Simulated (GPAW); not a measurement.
## Zn2CdS3 (ordered alloy, started on the zincblende lattice) (P3m1): G0W0 on several meshes in GPAW

How does the mesh move the gap of Zn2CdS3 (ordered alloy, started on the zincblende lattice) (P3m1)?

Calculated with GPAW 26.7.0; LDA and many-body steps on it, plane waves.

The structure was built from a prototype and need not be the compound's stable phase.

### Step 1. The starting structure

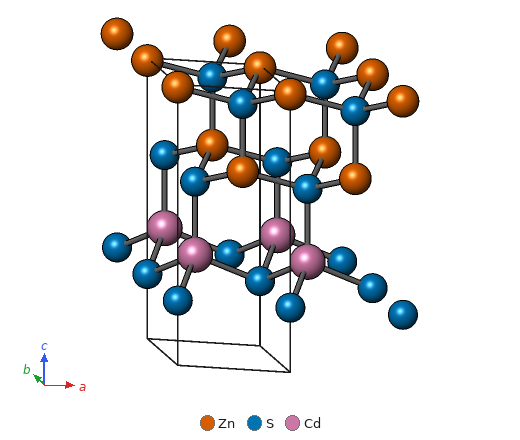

The cell as given, slightly off an axis (zinc orange, sulfur blue, cadmium pink). 2×2×1 cells are drawn. Bonds to atoms that aren't drawn are left out. Some periodic images of atoms are drawn too.

As a file:

```xyz
6
Lattice="3.8319 0.0000 0.0000 -1.9160 3.3185 0.0000 0.0000 0.0000 9.5054" Properties=species:S:1:pos:R:3 pbc="T T T"
Zn    0.0000    0.0000    9.4169
S     1.9160    1.1062    8.7048
Zn    1.9160    1.1062    6.4143
S     0.0000    2.2124    5.6947
Cd    0.0000    2.2124    3.2243
S     0.0000    0.0000    2.1901
```

The structure was relaxed with LDA. The structure type comes from a generator and need not be one that this composition takes. The runs that relaxed it are not among those shown.

### Step 2. Empty states on the mesh, 3×3×2 mesh, 416 bands

This step: GPAW 26.7.0; DFT, LDA, plane waves, PAW.

The sums over transitions need many empty states on a uniform mesh; this step solves for them.

The input, run.py:

```python
import json
import numpy as np
from gpaw.mpi import world
from gpaw import GPAW

calc = GPAW('gs.gpw').fixed_density(kpts={'size': (3, 3, 2), 'gamma': True},
    parallel={'domain': 1, 'band': 1},
    txt='nscf.txt')
calc.diagonalize_full_hamiltonian(nbands=416)
calc.write('full.gpw', mode='all')
res = {}
kpts = calc.get_ibz_k_points()
res['kpts'] = kpts
res['eigenvalues'] = [calc.get_eigenvalues(kpt=k) for k in range(len(kpts))]
res['n_electrons'] = calc.get_number_of_electrons()

if world.rank == 0:
    with open('result.json', 'w') as f:
        json.dump(res, f, default=lambda x: x.tolist())
```

Started as:

```
$ mpirun -n 4 gpaw python run.py
```

Numbers of over 12 decimals in the logs are rounded to 6 here.

The log of the run:

```text
Diagonalizing LCAO Hamiltonian
Converting LCAO to pw mode
convergence criteria:
- Maximum integral of absolute [eigenst]ate change: 4e-08 eV^2 / valence electron
maximum number of iterations: 100

SCF iterations
|iter     |     time |      energy | eigst |  dens |
|iter:   1|  |             | +1.43 |       |
|iter:   2|  |             | +0.72 |       |
|iter:   3|  |             | +0.13 |       |
[...]
|iter:  48|  |             | -5.05 |       |
|iter:  49|  |             | -5.10 |       |
[... further lines of this kind ...]
|iter:  81|  |             | -7.56c|       |
SCF steps: 81
  __  _  _
 | _ |_)|_||  |
 |__||  | ||/\| - 26.7.0

Input parameters:
  mode=PW(ecut=600.0),
  convergence={'density': 1e-06, 'bands': -3},
  gpts=array([24, 24, 54]),
  kpts=MonkhorstPack(size=(3, 3, 2), gamma=True),
  maxiter=100,
  nbands=36,
  occupations=Occupations(name='fermi-dirac', width=0.001, fixmagmom=False),
  parallel={'domain': 1, 'band': 1},
  xc=XC(name='LDA')
Matrix size: 4063x4063
# Writing to full.gpw (mode='all')
  [... matrices ...]

timing:  # [seconds]
  Total: 133.427  # ━━━━━━━━━━━━━━━━━━━━━━━━━━━━━━━━━━━━━━━━━━━━━━━━━━━━━━━━━
```

Wall time 2.8 min (4 MPI ranks of Arm Neoverse V1, shared host); peak memory 5.4 GiB.

Numbers from this step:

| Item | Value |
| --- | --- |
| gap | 1.406 eV |
| k of the valence top | 0, 0, 0 |
| k of the conduction bottom | 0, 0, 0 |
| least direct gap | 1.406 eV |
| k points computed | 6 |
| lowest point of the top converged band, above the valence top | 115.0470 eV |

On this mesh the gap is 1.406 eV.

### Step 3. 3×3×2

Now the one-shot GW correction: screening in the RPA, then the self-energy of the levels asked for.

This step: G0W0 on LDA, plane waves, PAW.

The input, run.py:

```python
import json
import numpy as np
from gpaw.mpi import world
from gpaw.response.g0w0 import G0W0

gw = G0W0('full.gpw',
    filename='gw',
    kpts=[0],
    bands=(25, 29),
    ecut=78,
    nbands=189,
    integrate_gamma='WS',
    ppa=True)
gw.calculate()
res = {mode: {k: v for k, v in r.items() if k != 'sigma_eskwn'}
       for mode, r in gw.all_results.items()}

if world.rank == 0:
    with open('result.json', 'w') as f:
        json.dump(res, f, default=lambda x: x.tolist())
```

Started as:

```
$ mpirun -n 4 gpaw python run.py
```

The log of the run:

```text
Using integrator: PointIntegrator
FrequencyGridDescriptor(from 0.000+0.000j to 0.000+27.211j eV, 2 points)
Nonperiodic BCs:  [False False False]
Using integrator: PointIntegrator
FrequencyGridDescriptor(from 0.000+0.000j to 0.000+27.211j eV, 2 points)
Nonperiodic BCs:  [False False False]
  ___  _ _ _
 |   || | | |
 | | || | | |
 |__ ||_____|
 |___|

BZ k-points: Symmetries present (total): 6

  [... matrices ...]
18 k-points: 3 x 3 x 2 Monkhorst-Pack grid + [0.000000,0.000000,1/4]
6 k-points in the irreducible part of the Brillouin zone
       k-points in crystal coordinates                weights
   0:     0.00000000    0.00000000    0.00000000          1/18
   1:     0.00000000    0.00000000    0.50000000          1/18
   2:     0.33333333    0.00000000    0.00000000          6/18
   3:     0.33333333    0.00000000    0.50000000          6/18
   4:     0.33333333    0.33333333    0.00000000          2/18
   5:     0.33333333    0.33333333    0.50000000          2/18

Distributing spins, k-points and bands (1 x 1 x 4) over 4 processes
Number of blocks: 1

Quasi particle states:
k-points (IBZ indices): [0]
Band range: (25, 29)
  [... matrices ...]
Computational parameters:
Plane wave cut-off: 78 eV
Number of bands: 189
Coulomb cutoff: None
Broadening: 0.1 eV

fxc modes: GW
Kernel: RPA
Using Godby-Needs plasmon-pole approximation:
  Fitting energy: i*E0, E0 = 1.000 Hartree
Summing all q:

Calculating screened Coulomb potential
No Coulomb truncation
FrequencyGridDescriptor(from 0.000+0.000j to 0.000+27.211j eV, 2 points)
Removing empty qpoint cache files...

Calculating chi0 body with:
    Ground state adapter containing:
    Number of spins: 1
    Number of kpoints: 18
    Number of irreducible kpoints: 6
    Number of completely occupied states: 27
    Number of partially occupied states: 27
    Occupied states memory: 12.814453125 M / cpu

    Linear response parametrization:
    q_c: [0.0, 0.0, 0.0]
    Number of frequency points: 2
    Planewave cutoff: 78.0
    Number of bands: 189
    Number of planewaves: 187
    Broadening (eta): 1e-06
    comm.size: 4
    kncomm.size: 4
    blockcomm.size: 1

    Memory estimate of potentially large arrays:
        chi0_wGG: 1.067169 M / cpu
Integrating chi0 body.

Symmetries of q_c:
    Direct symmetries (Uq -> q): 6
    Indirect symmetries (TUq -> q): 6
In total 12 allowed symmetries.

  [... matrices ...]
6 groups of equivalent kpoints. 66.666667% reduction.

Integral kind: response function
Integrating chi0 head and wings.

Symmetries of q_c:
    Direct symmetries (Uq -> q): 6
    Indirect symmetries (TUq -> q): 6
In total 12 allowed symmetries.

  [... matrices ...]
6 groups of equivalent kpoints. 66.666667% reduction.

Integral kind: response function wings

Calculating chi0 body with:
    Ground state adapter containing:
    Number of spins: 1
    Number of kpoints: 18
    Number of irreducible kpoints: 6
    Number of completely occupied states: 27
    Number of partially occupied states: 27
    Occupied states memory: 12.814453125 M / cpu

[... the further q-points ...]

Results:
f:      Occupation numbers
eps:     KS-eigenvalues [eV]
vxc:     KS vxc [eV]
exx:     Exact exchange [eV]
sigma:   Self-energies [eV]
dsigma:  Self-energy derivatives
Z:       Renormalization factors
qp:      QP-energies [eV]

k-point 0 (0): (0.000, 0.000, 0.000)                GW
band       f     eps     vxc     exx   sigma  dsigma       Z      qp
                                                                   GW
  25   1.000   4.268 -19.242 -22.261   2.569  -0.272   0.786   3.915
  26   1.000   4.268 -19.242 -22.261   2.569  -0.272   0.786   3.915
  27   0.000   5.674 -13.849  -9.120  -3.633  -0.232   0.811   6.563
  28   0.000   7.013 -13.725  -8.526  -3.929  -0.235   0.810   8.042
```

It took 56 s on 4 MPI ranks; peak memory 2 GiB; 3.7 min of CPU time.

This step gave:

```
G0W0 gap on the points computed              : 2.649 eV
least direct G0W0 gap on the computed points : 2.649 eV
Z at the valence top                         : 0.7861
Z at the conduction bottom                   : 0.8114
starting gap on the mesh                     : 1.406 eV
k of the valence top                         : 0, 0, 0
k of the conduction bottom                   : 0, 0, 0
```

The gap on the mesh goes from 1.41 eV to 2.65 eV, a correction of +1.24 eV.

### Step 4. Empty states on the mesh, 3×3×1 mesh, 199 bands

This step: DFT, LDA, plane waves, PAW.

The input, run.py:

```python
import json
import numpy as np
from gpaw.mpi import world
from gpaw import GPAW

calc = GPAW('gs.gpw').fixed_density(kpts={'size': (3, 3, 1), 'gamma': True},
    nbands=232,
    convergence={'bands': 199},
    txt='nscf.txt')
calc.write('full.gpw', mode='all')
res = {}
kpts = calc.get_ibz_k_points()
res['kpts'] = kpts
res['eigenvalues'] = [calc.get_eigenvalues(kpt=k) for k in range(len(kpts))]
res['n_electrons'] = calc.get_number_of_electrons()

if world.rank == 0:
    with open('result.json', 'w') as f:
        json.dump(res, f, default=lambda x: x.tolist())
```

Started as:

```
$ mpirun -n 4 gpaw python run.py
```

The log of the run:

```text
Diagonalizing LCAO Hamiltonian
Converting LCAO to pw mode
convergence criteria:
- Maximum integral of absolute [eigenst]ate change: 4e-08 eV^2 / valence electron
maximum number of iterations: 100

SCF iterations
|iter     |     time |      energy | eigst |  dens |
|iter:   1|  |             | +4.45 |       |
|iter:   2|  |             | +3.20 |       |
|iter:   3|  |             | +2.21 |       |
[...]
|iter:  16|  |             | -6.77 |       |
|iter:  17|  |             | -7.17 |       |
|iter:  18|  |             | -7.59c|       |
SCF steps: 18
  __  _  _
 | _ |_)|_||  |
 |__||  | ||/\| - 26.7.0

Input parameters:
  mode=PW(ecut=600.0),
  convergence={'bands': 199},
  gpts=array([24, 24, 54]),
  kpts=MonkhorstPack(size=(3, 3, 1), gamma=True),
  maxiter=100,
  nbands=232,
  occupations=Occupations(name='fermi-dirac', width=0.001, fixmagmom=False),
  parallel={},
  xc=XC(name='LDA')
# Writing to full.gpw (mode='all')
  [... matrices ...]

timing:  # [seconds]
  Total: 0.069  # ━━━━━━━━━━━━━━━━━━━━━━━━━━━━━━━━━━━━━━━━━━━━━━━━━━━━━━━━━━━
```

It took 43 s on 4 MPI ranks; peak memory 0.82 GiB.

This step gave:

| Item | Value |
| --- | --- |
| gap | 1.406 eV |
| k of the valence top | 0, 0, 0 |
| k of the conduction bottom | 0, 0, 0 |
| least direct gap | 1.406 eV |
| k points computed | 3 |
| lowest point of the top converged band, above the valence top | 64.4825 eV |

On this mesh the gap is 1.406 eV.

### Step 5. 3×3×1

This step: G0W0 on LDA, plane waves, PAW.

The input, run.py:

```python
import json
import numpy as np
from gpaw.mpi import world
from gpaw.response.g0w0 import G0W0

gw = G0W0('full.gpw',
    filename='gw',
    kpts=[0],
    bands=(25, 29),
    ecut=78,
    nbands=189,
    integrate_gamma='WS',
    ppa=True)
gw.calculate()
res = {mode: {k: v for k, v in r.items() if k != 'sigma_eskwn'}
       for mode, r in gw.all_results.items()}

if world.rank == 0:
    with open('result.json', 'w') as f:
        json.dump(res, f, default=lambda x: x.tolist())
```

Started as:

```
$ mpirun -n 4 gpaw python run.py
```

The log of the run:

```text
Using integrator: PointIntegrator
FrequencyGridDescriptor(from 0.000+0.000j to 0.000+27.211j eV, 2 points)
Nonperiodic BCs:  [False False False]
Using integrator: PointIntegrator
FrequencyGridDescriptor(from 0.000+0.000j to 0.000+27.211j eV, 2 points)
Nonperiodic BCs:  [False False False]
  ___  _ _ _
 |   || | | |
 | | || | | |
 |__ ||_____|
 |___|

BZ k-points: Symmetries present (total): 6

  [... matrices ...]
9 k-points: 3 x 3 x 1 Monkhorst-Pack grid
3 k-points in the irreducible part of the Brillouin zone
       k-points in crystal coordinates                weights
   0:     0.00000000    0.00000000    0.00000000          1/9
   1:     0.33333333    0.00000000    0.00000000          6/9
   2:     0.33333333    0.33333333    0.00000000          2/9

Distributing spins, k-points and bands (1 x 1 x 4) over 4 processes
Number of blocks: 1

Quasi particle states:
k-points (IBZ indices): [0]
Band range: (25, 29)
  [... matrices ...]
Computational parameters:
Plane wave cut-off: 78 eV
Number of bands: 189
Coulomb cutoff: None
Broadening: 0.1 eV

fxc modes: GW
Kernel: RPA
Using Godby-Needs plasmon-pole approximation:
  Fitting energy: i*E0, E0 = 1.000 Hartree
Summing all q:

Calculating screened Coulomb potential
No Coulomb truncation
FrequencyGridDescriptor(from 0.000+0.000j to 0.000+27.211j eV, 2 points)
Removing empty qpoint cache files...

Calculating chi0 body with:
    Ground state adapter containing:
    Number of spins: 1
    Number of kpoints: 9
    Number of irreducible kpoints: 3
    Number of completely occupied states: 27
    Number of partially occupied states: 27
    Occupied states memory: 12.814453125 M / cpu

    Linear response parametrization:
    q_c: [0.0, 0.0, 0.0]
    Number of frequency points: 2
    Planewave cutoff: 78.0
    Number of bands: 189
    Number of planewaves: 187
    Broadening (eta): 1e-06
    comm.size: 4
    kncomm.size: 4
    blockcomm.size: 1

    Memory estimate of potentially large arrays:
        chi0_wGG: 1.067169 M / cpu
Integrating chi0 body.

Symmetries of q_c:
    Direct symmetries (Uq -> q): 6
    Indirect symmetries (TUq -> q): 6
In total 12 allowed symmetries.

  [... matrices ...]
3 groups of equivalent kpoints. 66.666667% reduction.

Integral kind: response function
Integrating chi0 head and wings.

Symmetries of q_c:
    Direct symmetries (Uq -> q): 6
    Indirect symmetries (TUq -> q): 6
In total 12 allowed symmetries.

  [... matrices ...]
3 groups of equivalent kpoints. 66.666667% reduction.

Integral kind: response function wings

Calculating chi0 body with:
    Ground state adapter containing:
    Number of spins: 1
    Number of kpoints: 9
    Number of irreducible kpoints: 3
    Number of completely occupied states: 27
    Number of partially occupied states: 27
    Occupied states memory: 12.814453125 M / cpu

[... the further q-points ...]

Results:
f:      Occupation numbers
eps:     KS-eigenvalues [eV]
vxc:     KS vxc [eV]
exx:     Exact exchange [eV]
sigma:   Self-energies [eV]
dsigma:  Self-energy derivatives
Z:       Renormalization factors
qp:      QP-energies [eV]

k-point 0 (0): (0.000, 0.000, 0.000)                GW
band       f     eps     vxc     exx   sigma  dsigma       Z      qp
                                                                   GW
  25   1.000   4.268 -19.242 -22.260   2.628  -0.278   0.783   3.963
  26   1.000   4.268 -19.242 -22.260   2.628  -0.278   0.783   3.963
  27   0.000   5.674 -13.849  -8.972  -3.808  -0.239   0.807   6.536
  28   0.000   7.013 -13.725  -8.529  -3.982  -0.240   0.806   7.992
```

The job ended after 23 s (4 MPI ranks; peak memory 1.7 GiB).

This step gave:

```yaml
g0w0_gap_on_the_points_computed: 2.574 eV
least_direct_g0w0_gap_on_the_computed_points: 2.574 eV
z_at_the_valence_top: 0.7826
z_at_the_conduction_bottom: 0.8069
starting_gap_on_the_mesh: 1.406 eV
k_of_the_valence_top: 0, 0, 0
k_of_the_conduction_bottom: 0, 0, 0
```

Against G0W0 in GPAW (3×3×2 mesh, 189 bands, screening to 78 eV, Godby-Needs plasmon pole), the gap moves by −0.075 eV.

### Step 6. The runs together

Times are wall times on 4 MPI ranks of Arm Neoverse V1, shared host, good to a factor of about two.

```csv
run,mesh,bands,screening cutoff (eV),DFT gap (eV),gap on the mesh (eV),direct (eV),time
3×3×2,3×3×2,189,78,1.406,2.649,2.649,56 s
3×3×1,3×3×1,189,78,1.406,2.574,2.574,23 s
```

### Step 7. Summary of results

```json
{"3×3×2": "2.649 eV", "3×3×1": "2.574 eV", "known limits": "not at the basis limit; no spin-orbit coupling; coarse k mesh"}
```

What this shows: 3×3×1: −0.075 eV against 3×3×2. Bands and cutoff are finite, so the gap is not at the basis limit. The miss can reach some tenths of an eV and take either sign; the mesh is an error of its own. These stock PAW sets were not made for GW. In the G0W0 runs levels were corrected at 1 k point alone, so a gap called «on the mesh» is the least over those, and an edge elsewhere would be missed. The 3×3×2 mesh is coarse for this cell, which bears on the long-range parts of exchange and screening. The many-body steps are scalar-relativistic: spin-orbit coupling is not in them.

[Paths, hosts, dates, memory and timing lines, banners, echoed tables and standing remarks are left out of the program output.]

[Logs are printed without paths, hosts, clocks, repeated set-up lines and the standing remarks that a program may print on its own settings, such as how far it seeks lower states.]

[Runs of the session that timed out or met a known fault of the program may be left out.]

[Hosts, paths, dates, database ids (printed as entryN), source tags and the programs' standing remarks are cut or masked in the printed files.]
